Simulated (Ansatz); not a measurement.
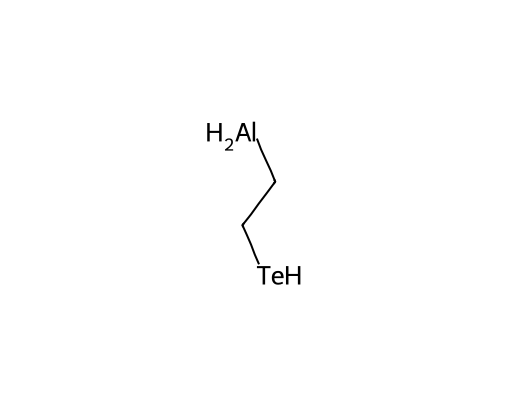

2D structure.

Question: Transcribe the drawing into SMILES.

Answer: [AlH2][CH2]C[TeH]

Question: What is the molecular formula?

Answer: C2H7AlTe.

Question: An optimisation with PBE0-D4/def2-TZVP gave a structure of which point group?

Answer: Cs. Other conformers may differ.

More results for the same structure follow; atom numbers are the same in all pictures, views and colours differ. Computed geometry: PBE0-D4/def2-TZVP optimisation.

### Levels of theory compared

Program: Ansatz 0.2.0.

At this fixed geometry, give dipole (D), HOMO energy (eV), HOMO–LUMO gap (eV) at these levels: B3LYP-D4/def2-TZVPP; PBE-D4/def2-TZVPP; r2SCAN-D4/def2-TZVPP; ωB97M-V/def2-TZVPP.

| level | dipole (D) | HOMO energy (eV) | HOMO–LUMO gap (eV) |
| --- | --- | --- | --- |
| B3LYP-D4/def2-TZVPP | 1.10 | −5.78 | 3.98 |
| PBE-D4/def2-TZVPP | 1.06 | −4.96 | 2.61 |
| r2SCAN-D4/def2-TZVPP | 1.17 | −5.18 | 3.17 |
| ωB97M-V/def2-TZVPP | 1.03 | −8.11 | 8.11 |

### Thermal motion

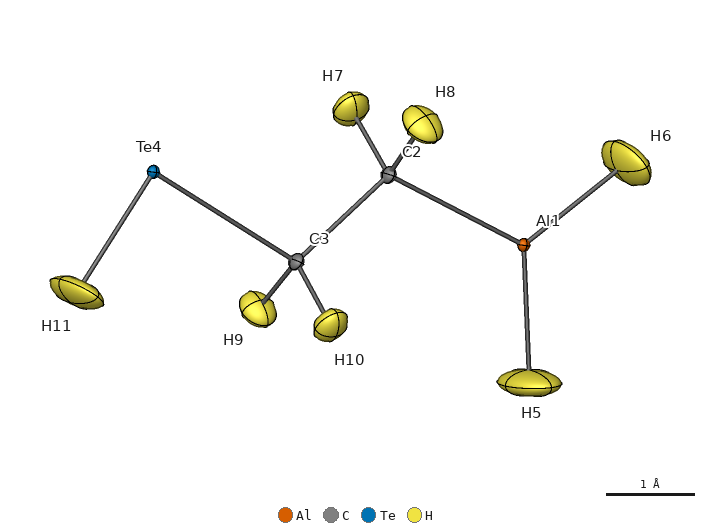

Displacement ellipsoids at the 50 % level, from the internal vibrations of the free molecule (harmonic, no overall translation or rotation; no half-axis is drawn under 0.075 Å). Vibrations computed with RKS PBE0-D4/def2-TZVP, core potentials on Te (Ansatz 0.2.0). Temperature: 0 K (zero-point motion alone).

Give the displacement parameters, one line for each set of equivalent atoms.

```csv
atom,U_eq (Å²),rms amplitudes (Å)
Al1,0.0014,"0.026, 0.037, 0.047"
C2,0.0046,"0.050, 0.065, 0.084"
C3,0.0045,"0.045, 0.064, 0.086"
Te4,0.00011,"0.006, 0.009, 0.015"
H5,0.0561,"0.095, 0.200, 0.346"
H6,0.0488,"0.099, 0.191, 0.316"
"H7, H8",0.0200,"0.101, 0.139, 0.175"
"H9, H10",0.0180,"0.099, 0.131, 0.164"
H11,0.0482,"0.088, 0.175, 0.326"
```

### Charges

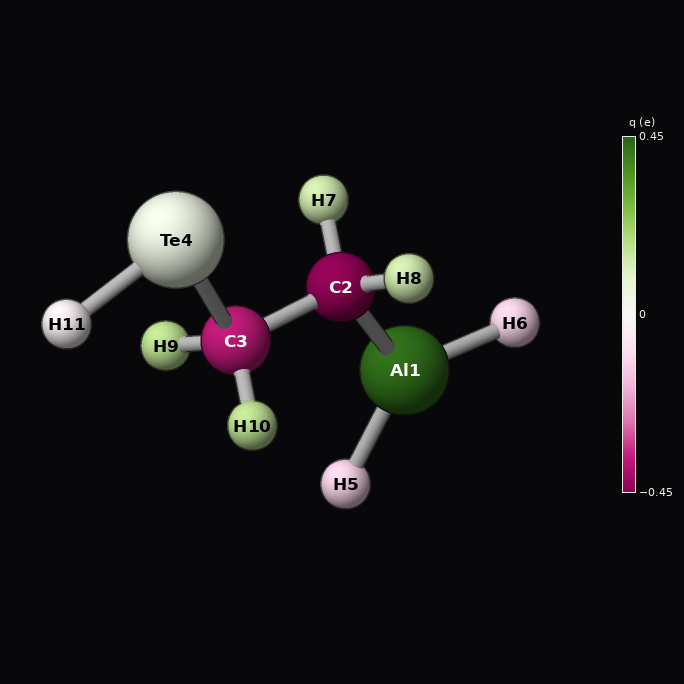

Atoms are coloured by their Mulliken charges. Level of theory: RKS ωB97M-V/def2-TZVPP, core potentials on Te (Ansatz 0.2.0).

Question: Which atom carries the highest charge (most positive or least negative)?

Answer: Al1 (0.42 e).

Question: And the lowest?

Answer: C2 (−0.44 e).

Give the Mulliken charges atom by atom.

```json
{"atom": "Al1", "value (e)": "0.42"}
{"atom": "C2", "value (e)": "−0.44"}
{"atom": "C3", "value (e)": "−0.36"}
{"atom": "Te4", "value (e)": "0.04"}
{"atom": "H5", "value (e)": "−0.11"}
{"atom": "H6", "value (e)": "−0.11"}
{"atom": "H7", "value (e)": "0.13"}
{"atom": "H8", "value (e)": "0.13"}
{"atom": "H9", "value (e)": "0.16"}
{"atom": "H10", "value (e)": "0.16"}
{"atom": "H11", "value (e)": "−0.02"}
```

Mulliken values depend strongly on the basis set and can even reverse the polarity of a bond.
